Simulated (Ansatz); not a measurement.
**CH₃Cl₃SSi: small, medium and large basis sets**

How large a basis does CH₃Cl₃SSi need? Two functionals are run in growing sets.

Computed with Ansatz 0.2.0, Gaussian basis. Level: one geometry, several basis sets.

Levels to be run: PBE0-D4/def2-SVP; ωB97M-V/def2-SVP; PBE0-D4/def2-QZVPP; ωB97M-V/def2-QZVPP; the functionals' def2-TZVPP values are taken from earlier runs.

**1. The relaxed structure**

An earlier PBE0-D4 in a triple-zeta def2 set relaxation fixed the geometry.

9 atoms, charge 0, spin multiplicity 1.

Atoms are counted from 1 here; the program's logs count them from 0.

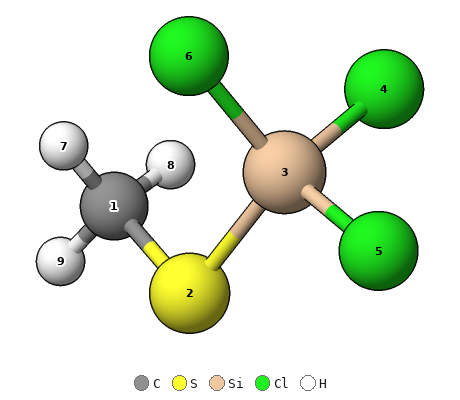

The geometry (carbon grey, sulfur yellow, silicon light orange, chlorine green, hydrogen white); atoms are numbered from 1 in the order of the file.

**2. PBE0-D4 in def2-SVP**

The input, in.yaml:

```yaml
crystal:
  periodic: [false, false, false]
  atoms:
    - {symbol: C, position_ang: [-0.036772, -1.321230, 0.863544]}
    - {symbol: S, position_ang: [1.208679, -0.591718, -0.241325]}
    - {symbol: Si, position_ang: [0.181920, 1.137881, -0.821124]}
    - {symbol: Cl, position_ang: [-1.579877, 0.709376, -1.753478]}
    - {symbol: Cl, position_ang: [1.394648, 2.149216, -2.092632]}
    - {symbol: Cl, position_ang: [-0.281972, 2.325811, 0.769640]}
    - {symbol: H, position_ang: [-0.246921, -0.659143, 1.702151]}
    - {symbol: H, position_ang: [-0.951637, -1.550021, 0.319104]}
    - {symbol: H, position_ang: [0.400433, -2.246374, 1.236919]}
basis:
  gaussian: {orbitals: def2-SVP}
hamiltonian: {xc: pbe0, dispersion: d4}
output: {orbitals: {seedname: orbitals}}
```

Command:

```console
ansatz run in.yaml --threads 4 --pin off --events-out ev --progress --plain --max-ram 11315MiB
```

The program printed:

```text
Functional definition: PBE0
  name "PBE0"
  cite "Adamo & Barone, J. Chem. Phys. 110, 6158 (1999) doi:10.1063/1.478522"
  cite "Perdew, Burke & Ernzerhof, Phys. Rev. Lett. 77, 3865 (1996) doi:10.1103/PhysRevLett.77.3865"
  parent pbe
  parameter a = 0.25
  parameter kappa = 0.804
  parameter beta = 0.06672455060314922
  exchange = (1 - a)*pbe_x(kappa = kappa, mu = beta*pi^2/3) + a*exact_x
  correlation = pbe_c(beta = beta)
1109 factors; integrals over basis functions are off by at most 1.1e-3 eV
mean field evaluation 1: about -57329.8512 eV, gradient 3.4e1 eV
mean field evaluation 2: about -57328.4779 eV, gradient 4.0e1 eV
mean field evaluation 4: about -57332.7315 eV, gradient 1.1e0 eV
mean field evaluation 8: about -57332.8478 eV, gradient 9.1e-2 eV
mean field evaluation 16: about -57332.8479 eV, gradient 4.4e-5 eV
mean field -57332.84785722 eV, -2106.9432971527 hartree, gradient 4.4e-5 eV, S^2 0.000000; 0 other end points of the search recorded, 0 dependent functions left out
reference -57332.84788153 eV, -2106.9432980462 hartree; 45, 45 occupied and 74, 74 virtual orbitals, 1109 factors
Total energy: -57333.19193989 eV, -2106.9559419576 hartree
```

It took 1.7 s on 4 threads of Arm Neoverse V2, shared host.

**3. ωB97M-V in def2-SVP**

in.yaml: that of step 2 with these lines changed.

```diff
@@ -14,3 +14,3 @@
   gaussian: {orbitals: def2-SVP}
-hamiltonian: {xc: pbe0, dispersion: d4}
+hamiltonian: {xc: {name: wB97M-V}}
 output: {orbitals: {seedname: orbitals}}
```

Same command.

The program printed, shortened:

```text
Functional definition: wB97M-V
  name "wB97M-V"
  cite "Mardirossian & Head-Gordon, J. Chem. Phys. 144, 214110 (2016) doi:10.1063/1.4952647"
  cite "Becke, J. Chem. Phys. 107, 8554 (1997) doi:10.1063/1.475007"
  cite "Vydrov & Van Voorhis, J. Chem. Phys. 133, 244103 (2010) doi:10.1063/1.3521275"
  # Of w^i u^j: cxij and so on, Table III.
[...]
  gx(w, u) = 1 - cx + cx01*u + cx10*w
  gss(w, u) = css00 + css04*u^4 + css10*w + css20*w^2 + css43*w^4*u^3
  gos(w, u) = cos00 + cos10*w + (cos20 + cos21*u)*w^2 + (cos60 + cos61*u)*w^6
[...]
      + integral(e_c_pw_mod_opposite_spin*gos(b97_w_opposite, b97_u_opposite)) + vv10(b, c)
1109 factors; integrals over basis functions are off by at most 1.1e-3 eV
308 factors; integrals over basis functions are off by at most 7.1e-6 eV
[...]
mean field -57350.35635585 eV, -2107.5867226096 hartree, gradient 4.3e-5 eV, S^2 0.000000; 0 other end points of the search recorded, 0 dependent functions left out
reference -57350.35639113 eV, -2107.5867239062 hartree; 45, 45 occupied and 74, 74 virtual orbitals, 1109 factors
Total energy: -57350.35639113 eV, -2107.5867239062 hartree
```

Run time: 6.5 s. Hardware: 4 threads of Arm Neoverse V2, shared host.

**4. PBE0-D4 in def2-QZVPP**

in.yaml: that of step 3 with these lines changed.

```diff
@@ -13,4 +13,4 @@
 basis:
-  gaussian: {orbitals: def2-SVP}
-hamiltonian: {xc: {name: wB97M-V}}
+  gaussian: {orbitals: "def2-QZVPP.json"}
+hamiltonian: {xc: pbe0, dispersion: d4}
 output: {orbitals: {seedname: orbitals}}
```

Launched as before.

The program printed:

```text
Functional definition: PBE0
  name "PBE0"
  cite "Adamo & Barone, J. Chem. Phys. 110, 6158 (1999) doi:10.1063/1.478522"
  cite "Perdew, Burke & Ernzerhof, Phys. Rev. Lett. 77, 3865 (1996) doi:10.1103/PhysRevLett.77.3865"
  parent pbe
  parameter a = 0.25
  parameter kappa = 0.804
  parameter beta = 0.06672455060314922
  exchange = (1 - a)*pbe_x(kappa = kappa, mu = beta*pi^2/3) + a*exact_x
  correlation = pbe_c(beta = beta)
2208 factors; their error is unknown
mean field evaluation 1: about -57351.0727 eV, gradient 4.4e1 eV
mean field evaluation 2: about -57349.1083 eV, gradient 5.0e1 eV
mean field evaluation 4: about -57355.4372 eV, gradient 1.8e0 eV
mean field evaluation 8: about -57355.4443 eV, gradient 5.2e-2 eV
mean field evaluation 16: about -57355.5020 eV, gradient 7.6e-5 eV
mean field -57355.50204277 eV, -2107.7758231163 hartree, gradient 7.6e-5 eV, S^2 0.000000; 0 other end points of the search recorded, 0 dependent functions left out
reference -57355.50208035 eV, -2107.7758244972 hartree; 45, 45 occupied and 452, 452 virtual orbitals, 2208 factors
Total energy: -57355.84613870 eV, -2107.7884684085 hartree
```

Run time: 17 s. Hardware: 4 threads of Arm Neoverse V2, shared host; peak memory 2.9 GiB.

**5. ωB97M-V in def2-QZVPP**

in.yaml: that of step 4 with these lines changed.

```diff
@@ -14,3 +14,3 @@
   gaussian: {orbitals: "def2-QZVPP.json"}
-hamiltonian: {xc: pbe0, dispersion: d4}
+hamiltonian: {xc: {name: wB97M-V}}
 output: {orbitals: {seedname: orbitals}}
```

Launched as before.

The program printed, shortened:

```text
Functional definition: wB97M-V
  name "wB97M-V"
  cite "Mardirossian & Head-Gordon, J. Chem. Phys. 144, 214110 (2016) doi:10.1063/1.4952647"
  cite "Becke, J. Chem. Phys. 107, 8554 (1997) doi:10.1063/1.475007"
  cite "Vydrov & Van Voorhis, J. Chem. Phys. 133, 244103 (2010) doi:10.1063/1.3521275"
  # Of w^i u^j: cxij and so on, Table III.
[...]
  gx(w, u) = 1 - cx + cx01*u + cx10*w
  gss(w, u) = css00 + css04*u^4 + css10*w + css20*w^2 + css43*w^4*u^3
  gos(w, u) = cos00 + cos10*w + (cos20 + cos21*u)*w^2 + (cos60 + cos61*u)*w^6
[...]
      + integral(e_c_pw_mod_opposite_spin*gos(b97_w_opposite, b97_u_opposite)) + vv10(b, c)
2112 factors; their error is unknown
351 factors; integrals over basis functions are off by at most 3.2e-5 eV
[...]
mean field -57372.78863472 eV, -2108.4110936532 hartree, gradient 4.9e-5 eV, S^2 0.000000; 0 other end points of the search recorded, 0 dependent functions left out
reference -57372.78869213 eV, -2108.4110957628 hartree; 45, 45 occupied and 452, 452 virtual orbitals, 2112 factors
Total energy: -57372.78869213 eV, -2108.4110957628 hartree
```

Wall time 34 s (4 threads of Arm Neoverse V2, shared host); peak memory 3.2 GiB.

**6. Functionals by basis**

The def2-TZVPP values come from earlier runs at the same geometry.

| functional | basis | functions | energy (eV) | from the largest (eV) | HOMO (eV) | LUMO (eV) |
| --- | --- | --- | --- | --- | --- | --- |
| PBE0-D4 | def2-SVP | 119 | -57333.1919 | 22.654 | -7.58 | -0.14 |
| PBE0-D4 | def2-TZVPP | 283 | -57354.0976 | 1.749 | -7.62 | -0.50 |
| PBE0-D4 | def2-QZVPP | 497 | -57355.8461 | 0.000 | -7.65 | -0.64 |
| ωB97M-V | def2-SVP | 119 | -57350.3564 | 22.432 | -9.72 | 1.98 |
| ωB97M-V | def2-TZVPP | 283 | -57371.1269 | 1.662 | -9.80 | 1.49 |
| ωB97M-V | def2-QZVPP | 497 | -57372.7887 | 0.000 | -9.84 | 1.15 |

**7. Outcome**

| quantity | value |
| --- | --- |
| PBE0-D4: double and triple zeta above quadruple | 22.65, 1.75 eV |
| ωB97M-V: double and triple zeta above quadruple | 22.43, 1.66 eV |

In words: PBE0-D4 gains 20.91 eV from double to triple zeta, then 1.75 eV more. Total energies overstate the basis error of differences, where much of it tends to cancel. The LUMO of ωB97M-V is positive and keeps falling with the basis (1.98 to 1.15 eV): an unbound level that the basis holds in place.

For PBE0-D4 the largest set took about 10 times as long as the smallest (17 s against 1.7 s).
